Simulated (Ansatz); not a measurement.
# Hypothetical simple cubic Ag, pressure series

Base system: Ag in the simple cubic structure (space group Pm-3m, No. 221; a = 2.750 Å; a hypothetical phase, not in the database extracts checked).

Cell and atoms are relaxed at each pressure.

All numbers come from PBE in Ansatz (plane waves to 420 eV, PAW, scalar-relativistic without spin-orbit coupling).

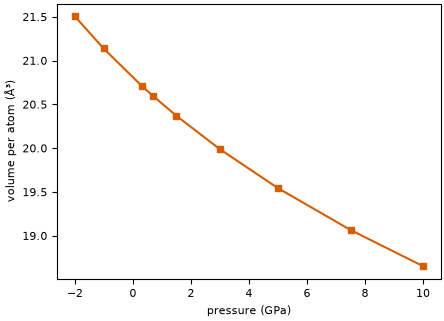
Fig. 1. Volume against pressure

Question: Estimate the zero-pressure bulk modulus from the plot.

Answer: About 67 GPa; a third-order Birch–Murnaghan fit to the points gives V₀ = 20.80 Å³/atom, B₀ = 67 GPa and B₀′ = 5.8.

Load acts through the strain it causes; cell and atoms are relaxed under it. Stability against distortions was not tested. Competing high-pressure phases were not computed.

Ansatz is a first-principles code.
